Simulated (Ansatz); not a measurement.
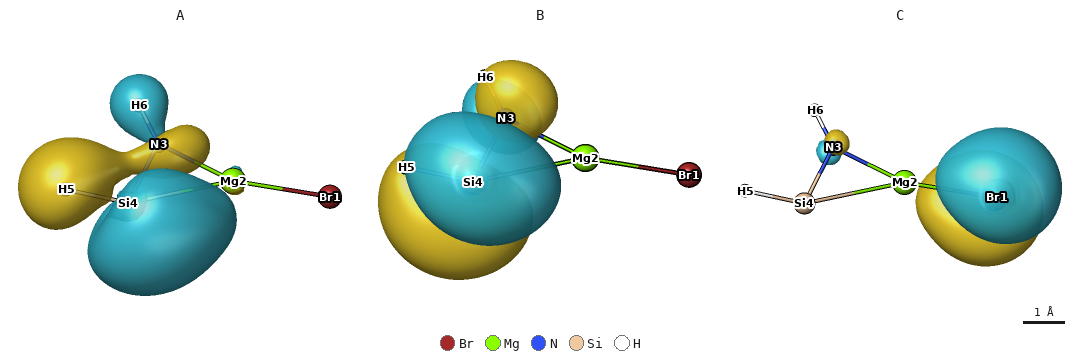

*BrH$_{2}$MgNSi (SMILES [Br][Mg-]1[NH+]=[SiH]1). Three frontier orbitals at ±0.08 Å⁻³ᐟ² (yellow and cyan are the two phases), in no order.*

Geometry: PBE0-D3(BJ)/def2-SVP.

These are results of Ansatz, isolated molecule in a Gaussian basis; Kohn-Sham density functional theory, functional PBE0, not measurements.

Input file:

```
crystal:
  periodic: [false, false, false]
  atoms:
    - symbol: Br
      position_ang: [1.225861, 0.293520, -4.372133]
    - symbol: Mg
      position_ang: [0.691388, 0.801452, -2.136745]
    - symbol: N
      position_ang: [0.429618, 1.789783, -0.462473]
    - symbol: Si
      position_ang: [-0.122999, 0.418859, 0.366425]
    - symbol: H
      position_ang: [-0.448438, 0.824105, 1.804193]
    - symbol: H
      position_ang: [0.535169, 2.731822, -0.088227]
basis:
  gaussian:
    orbitals: def2-TZVPD
output: {forces: true, orbitals: {seedname: orbitals}}
hamiltonian:
  xc: pbe0
```

Command:

```sh
ansatz run input.yaml --threads 2 --pin off --max-ram 4350MiB --events-out events.jsonl --progress --plain --runs-dir runs
```

### Order the three orbitals by energy and name them.

C is the HOMO−1 (−8.02 eV). Its weight (Hirshfeld) is mainly on Br1 (about 90 %); it changes sign across the molecular plane (π type). A is the HOMO (−6.87 eV). Its weight (Hirshfeld) is mainly on Si4 (about 65 %), H5 (about 15 %), Mg2 (about 10 %) and N3 (about 10 %); it is symmetric in the molecular plane (an in-plane orbital: σ, lone-pair or in-plane π type). B is the LUMO (−2.01 eV). Its weight (Hirshfeld) is mainly on Si4 (about 70 %) and N3 (about 15 %); it changes sign across the molecular plane (π type).

### What is the HOMO–LUMO gap?

4.86 eV between the orbital energies.
